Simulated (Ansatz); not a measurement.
## Two runs on C$_{2}$H$_{5}$AlO$_{2}$

System: C$_{2}$H$_{5}$AlO$_{2}$.
Method of the first run: RKS PBE0-D4/def2-TZVPP (Ansatz 0.2.0).

The geometry comes from this level: PBE0-D4/def2-TZVP. Text and figures count atoms from 1; the logs count them from 0 in places.

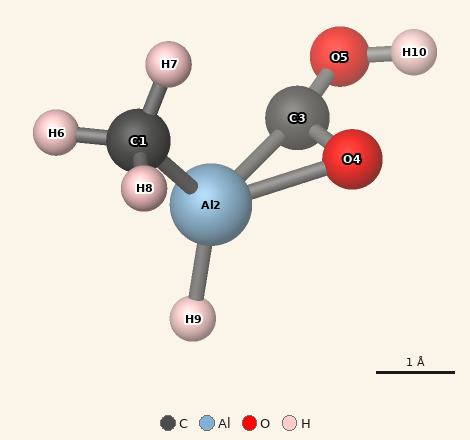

Fig. 1: The structure (ball-and-stick view, seen at a tilt; atoms are numbered from 1 in the order of the input). Sticks mark near contacts. Bond lengths as drawn: Al–C 1.94 to 1.95 Å, Al–H 1.58 Å, Al–O 1.94 Å, C–H 1.09 Å, C–O 1.26 to 1.30 Å and H–O 0.98 Å.

## Input, the first run
```yaml
crystal:
  periodic: [false, false, false]
  atoms:
    - {symbol: C, position_ang: [-1.793713, 0.029436, 0.314195]}
    - {symbol: Al, position_ang: [0.016917, -0.636117, 0.558291]}
    - {symbol: C, position_ang: [1.416509, -0.013403, -0.654453]}
    - {symbol: O, position_ang: [1.416731, 0.696273, 0.389460]}
    - {symbol: O, position_ang: [2.277259, 0.234136, -1.601650]}
    - {symbol: H, position_ang: [-2.433537, -0.733910, -0.140069]}
    - {symbol: H, position_ang: [-1.828577, 0.914112, -0.326388]}
    - {symbol: H, position_ang: [-2.249595, 0.291960, 1.273964]}
    - {symbol: H, position_ang: [0.428102, -1.822910, 1.519045]}
    - {symbol: H, position_ang: [2.833100, 0.989222, -1.329296]}
basis:
  gaussian: {orbitals: def2-TZVPP}
hamiltonian: {xc: pbe0, dispersion: d4}
output: {orbitals: {seedname: orbitals}}
```

Command:
```bash
ansatz run in.yaml --threads 4 --pin off --events-out ev --progress --plain --max-ram 10444MiB
```

Hardware: 4 threads of Intel Xeon @ 2.50GHz, 15 GiB of memory available, shared host.

## Output (the first run)
```
Functional definition: PBE0
  parameter a = 0.25
  parameter kappa = 0.804
  parameter beta = 0.06672455060314922
  exchange = (1 - a)*pbe_x(kappa = kappa, mu = beta*pi^2/3) + a*exact_x
  correlation = pbe_c(beta = beta)
1257 factors; their error is unknown
mean field evaluation 1: about -12830.0440 eV, gradient 7.1e1 eV
mean field evaluation 2: about -12823.3404 eV, gradient 8.9e1 eV
mean field evaluation 4: about -12839.6014 eV, gradient 6.1e0 eV
mean field evaluation 8: about -12839.6858 eV, gradient 4.4e-1 eV
mean field evaluation 16: about -12839.6860 eV, gradient 2.0e-5 eV
mean field -12839.68598512 eV, -471.8497569013 hartree, gradient 2.0e-5 eV, S^2 0.000000; 0 other end points of the search recorded, 0 dependent functions left out
reference -12839.68601907 eV, -471.8497581489 hartree; 23, 23 occupied and 213, 213 virtual orbitals, 1257 factors
Total energy: -12839.82948069 eV, -471.8550302662 hartree
```

The input of the second run differs as follows (lines with − go, lines with + come):
```diff
-hamiltonian: {xc: pbe0, dispersion: d4}
+hamiltonian: {xc: {name: wB97X-V}}
```

Predict how the results change.

The total energies belong to different models, so their difference says nothing on which is more stable or more accurate. The HOMO goes from −7.89 to −10.33 eV. The LUMO goes from −0.73 to 1.67 eV. On the same kind of shared host the second run took about 2.5 times as long.

## Output (the second run)
```
Functional definition: wB97X-V
  parameter omega = 0.3/bohr
  parameter cx = 0.167
  parameter cx1 = 0.603
  parameter cx2 = 1.194
  parameter css0 = 0.556
  parameter css1 = -0.257
  parameter cos0 = 1.219
  parameter cos1 = -1.850
  parameter b = 6.0
  parameter c = 0.01
  exchange = spin_sum(e_x_unif_sr(omega)*poly(b97_u_x, 1 - cx, cx1, cx2)) + cx*exact_x_sr(omega) + exact_x_lr(omega)
  correlation = spin_sum(e_c_pw_same_spin*poly(b97_u_same, css0, css1))
      + integral(e_c_pw_opposite_spin*poly(b97_u_opposite, cos0, cos1)) + vv10(b, c)
1245 factors; their error is unknown
300 factors; integrals over basis functions are off by at most 1.0e-5 eV
mean field evaluation 1: about -12840.3037 eV, gradient 5.9e1 eV
mean field evaluation 2: about -12841.1863 eV, gradient 5.8e1 eV
mean field evaluation 4: about -12846.6967 eV, gradient 3.0e0 eV
mean field evaluation 8: about -12846.7232 eV, gradient 4.9e-2 eV
mean field evaluation 16: about -12846.7275 eV, gradient 6.5e-5 eV
mean field -12846.72748929 eV, -472.1085274066 hartree, gradient 2.6e-5 eV, S^2 0.000000; 0 other end points of the search recorded, 0 dependent functions left out
reference -12846.72748709 eV, -472.1085273260 hartree; 23, 23 occupied and 213, 213 virtual orbitals, 1245 factors
Total energy: -12846.72748709 eV, -472.1085273260 hartree
```

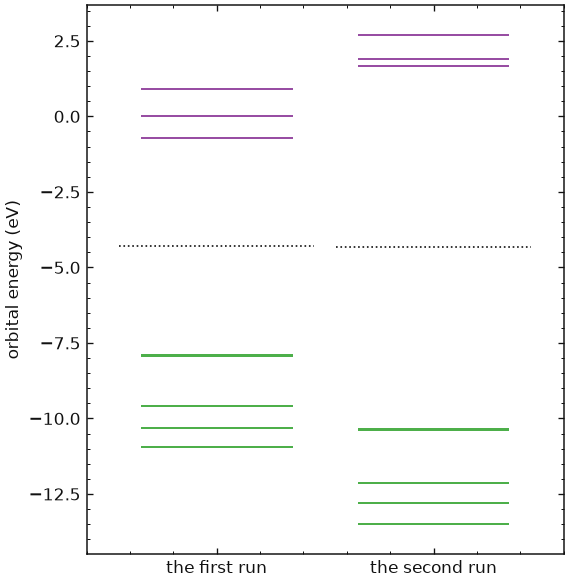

Fig. 2: The five highest filled and three lowest empty orbital energies of the two runs; the dotted lines part filled from empty levels. The HOMO–LUMO gap is 7.16 eV in the first run and 12.01 eV in the second run.

## The two runs side by side

| quantity | the first run | the second run |
| --- | --- | --- |
| outcome | converged | converged |
| total energy (hartree) | −471.855030 | −472.108527 |
| HOMO (eV) | −7.89 | −10.33 |
| LUMO (eV) | −0.73 | 1.67 |
| basis functions | 236 | 236 |
| wall time (shared host) | 2.9 s | 7 s |
